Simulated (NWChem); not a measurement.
## How basis sets differ on SiClF2 (SMILES F[Si](F)Cl)

SiClF2 has 4 atoms, charge 0, and is taken as a doublet. SMILES: `F[Si](F)Cl`. The shape is that of a PBE0-D4/def2-TZVP optimisation.

Each level gives the vertical ionisation energy (to the singlet cation) (eV). The values are calculated.

| level | kind | program | value (eV) | CPU time (all runs) |
| --- | --- | --- | --- | --- |
| UM06-2X/DGauss-DZVP | hybrid meta-GGA | NWChem | 10.43 | 23 s |
| UM06-2X/LANL2DZ (core potential) | hybrid meta-GGA | NWChem | 10.76 | 9.8 s |
| UM06-2X/MIDI! | hybrid meta-GGA | NWChem | 10.00 | 16 s |
| UM06-2X/MINI | hybrid meta-GGA | NWChem | 10.71 | 6.7 s |
| UM06-2X/SBKJC-VDZ (core potential) | hybrid meta-GGA | NWChem | 10.76 | 10 s |
| UM06-2X/jorge-TZP | hybrid meta-GGA | NWChem | 10.18 | 81 s |
| UM06-2X/jorge-DZP | hybrid meta-GGA | NWChem | 10.26 | 26 s |

The values span 10.00 to 10.76 eV. CPU times are rough (shared hosts, several kinds of processor): they show what a rung costs within a factor of a few.

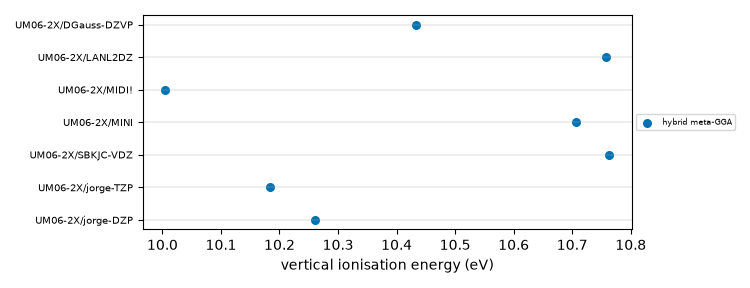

The values of the table, level by level.
